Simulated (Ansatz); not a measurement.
**PBE/def2-TZVP run of BH3O2 (SMILES OBO)**

What is the energy change on altering one bond length of BH3O2 at PBE/def2-TZVP? 

The calculation is run with Ansatz 0.2.0.

54 further runs of the same task are left out: 54 set aside as unsound or not needed.

### Step 1. The structure to begin with

BH3O2 has 6 atoms, charge 0, and is taken as a singlet. SMILES: `OBO`. Geometry: relaxed at PBE0-D4/def2-TZVP. This is one conformer, not always the lowest.

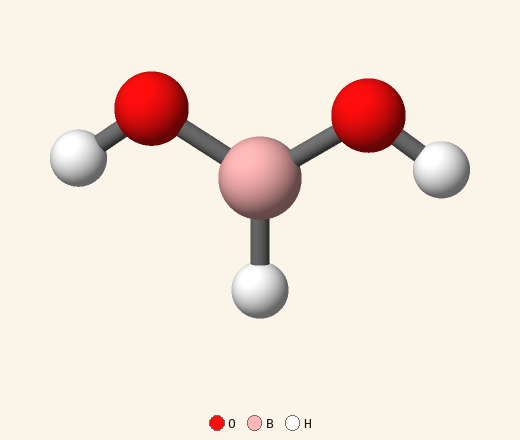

Viewed from a chosen angle; oxygen red, boron pink, hydrogen white.

### Step 2. The energy at PBE/def2-TZVP

Input file run.yaml:

```yaml
crystal:
  periodic: [false, false, false]
  atoms:
    - {symbol: O, position_ang: [-1.176200, -0.524500, -0.251800]}
    - {symbol: B, position_ang: [0.049500, 0.028100, -0.072900]}
    - {symbol: O, position_ang: [0.580600, -0.053800, 1.172500]}
    - {symbol: H, position_ang: [-1.494700, -0.433500, -1.150600]}
    - {symbol: H, position_ang: [0.637800, 0.565600, -0.976100]}
    - {symbol: H, position_ang: [1.445200, 0.354100, 1.232800]}
basis:
  gaussian:
    orbitals: def2-TZVP
hamiltonian:
  xc: {name: PBE}
accuracy: high
output: {orbitals: {seedname: orbitals}}
```

On the command line:

```bash
ansatz run run.yaml --threads 1 --pin off --max-ram 3480MiB --events-out events.jsonl --progress --plain --runs-dir runs
```

Log:

```text
Warning: RAYON_NUM_THREADS=1 ignored (pool sized by the plan → 1); use --threads N
Functional definition: PBE
  name "PBE"
  parameter kappa = 0.804
  parameter beta = 0.06672455060314922
  exchange = pbe_x(kappa = kappa, mu = beta*pi^2/3)
  correlation = pbe_c(beta = beta)
1972 factors; integrals over basis functions are off by at most 3.6e-9 eV
mean field evaluation 1: about -4809.0751 eV, gradient 7.6e1 eV
mean field evaluation 2: about -4777.4939 eV, gradient 1.5e2 eV
mean field evaluation 4: about -4818.3650 eV, gradient 5.0e0 eV
mean field evaluation 8: about -4818.4248 eV, gradient 2.5e-2 eV
mean field evaluation 16: about -4818.4248 eV, gradient 1.0e-6 eV
mean field -4818.42476156 eV, -177.0738439418 hartree, gradient 6.4e-8 eV, S^2 0.000000; 0 other end points of the search recorded, 0 dependent functions left out
reference -4818.42476510 eV, -177.0738440717 hartree; 12, 12 occupied and 99, 99 virtual orbitals, 1972 factors
Total energy: -4818.42476510 eV, -177.0738440717 hartree
```

Wall time 2.5 s (1 thread of AMD EPYC 9R45 (Zen 5), shared host); peak memory 0.27 GiB.

### Step 3. The distorted shape, same level

Input file run.yaml:

```yaml
crystal:
  periodic: [false, false, false]
  atoms:
    - {symbol: O, position_ang: [-1.543939, -0.690293, -0.305474]}
    - {symbol: B, position_ang: [0.049500, 0.028100, -0.072900]}
    - {symbol: O, position_ang: [0.580600, -0.053800, 1.172500]}
    - {symbol: H, position_ang: [-1.862439, -0.599293, -1.204274]}
    - {symbol: H, position_ang: [0.637800, 0.565600, -0.976100]}
    - {symbol: H, position_ang: [1.445200, 0.354100, 1.232800]}
basis:
  gaussian:
    orbitals: def2-TZVP
accuracy: high
hamiltonian:
  xc: pbe
magnetization:
  spin_polarized: false
output: {orbitals: {seedname: orbitals}}
```

On the command line:

```bash
ansatz run run.yaml --threads 1 --pin off --max-ram 3480MiB --events-out events.jsonl --progress --plain --runs-dir runs
```

Log:

```text
Warning: RAYON_NUM_THREADS=1 ignored (pool sized by the plan → 1); use --threads N
Functional definition: PBE
  name "PBE"
  parameter kappa = 0.804
  parameter beta = 0.06672455060314922
  exchange = pbe_x(kappa = kappa, mu = beta*pi^2/3)
  correlation = pbe_c(beta = beta)
1955 factors; integrals over basis functions are off by at most 3.4e-9 eV
mean field evaluation 1: about -4807.0905 eV, gradient 7.8e1 eV
mean field evaluation 2: about -4739.9359 eV, gradient 1.8e2 eV
mean field evaluation 4: about -4816.3768 eV, gradient 1.8e1 eV
mean field evaluation 8: about -4816.8779 eV, gradient 4.6e-1 eV
mean field evaluation 16: about -4816.8726 eV, gradient 7.2e-6 eV
mean field -4816.87257799 eV, -177.0168022475 hartree, gradient 2.9e-8 eV, S^2 0.000000; 0 other end points of the search recorded, 0 dependent functions left out
reference -4816.87258166 eV, -177.0168023825 hartree; 12, 12 occupied and 99, 99 virtual orbitals, 1955 factors
Total energy: -4816.87258166 eV, -177.0168023825 hartree
```

It took 2.4 s on 1 thread of AMD EPYC 9R45 (Zen 5), shared host; peak memory 0.26 GiB.

### Step 4. Summary of results

Level: PBE/def2-TZVP.

```
                                                         quantity          value
                                        first shape: total energy  -177.07384 Eh
                                         first shape: HOMO energy       -7.52 eV
                                         first shape: LUMO energy       -0.06 eV
                                       first shape: HOMO–LUMO gap        7.46 eV
                                    distorted shape: total energy  -177.01680 Eh
                                     distorted shape: HOMO energy       -6.58 eV
                                     distorted shape: LUMO energy       -1.30 eV
                                   distorted shape: HOMO–LUMO gap        5.28 eV
energy change with the O1–B2 bond stretched from 1.356 to 1.763 Å       1.552 eV
```

What this shows: With the O1–B2 bond stretched from 1.356 to 1.763 Å the energy rises by 1.55 eV (36 kcal/mol). The first shape isn't relaxed at this level, so the change isn't measured from a minimum.
